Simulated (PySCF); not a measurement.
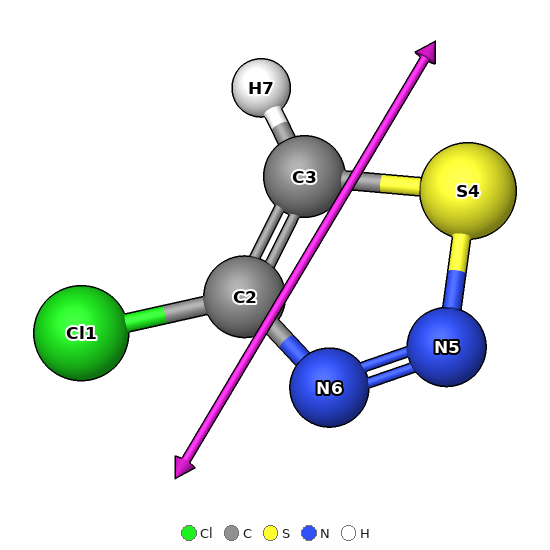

The double arrow shows the direction of the transition dipole to excited singlet state 2 (its length means nothing). Computed geometry: GFN2-xTB optimisation. No frequency run is at hand to confirm it as a minimum. Properties computed with TDDFT B3LYP/def2-SVPD, vertical, gas phase, core orbitals frozen in the response (PySCF 2.14.0).

How is the transition polarised?

In the molecular plane, nearly parallel to the C2–C3 bond.

Give its energy, strength and character.

4.99 eV (249 nm), oscillator strength 0.027, mainly HOMO−1 → LUMO (weight 0.83); transition dipole 1.20 D.
